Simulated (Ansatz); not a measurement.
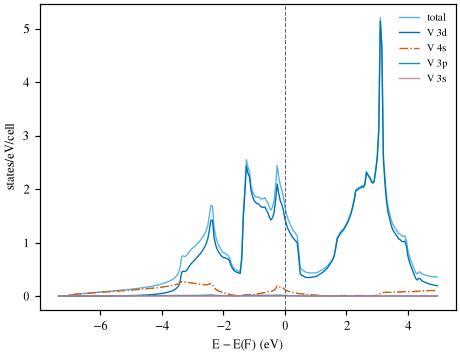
Total and projected density of states of V (bcc (W type), Im-3m), the program Ansatz at the r²SCAN level (PAW)

Q: Which orbitals carry the states next to the Fermi level?

A: Within 0.5 eV of the Fermi level: V 3d 87 %, V 4s 7 %, outside the projected shells 6 %. Projections are on Löwdin-orthogonalised atomic valence shells; empty p or d shells of many metals are not among them.

Q: Where is the tallest occupied peak in this window, and what makes it?

A: Near -1.2 eV, about 2.5 states/eV per cell; the largest projected share is V 3d.

Symmetry was held in the r²SCAN relaxation. No spin polarisation was allowed.

Potentials: the earlier of the program's two PAW sets.
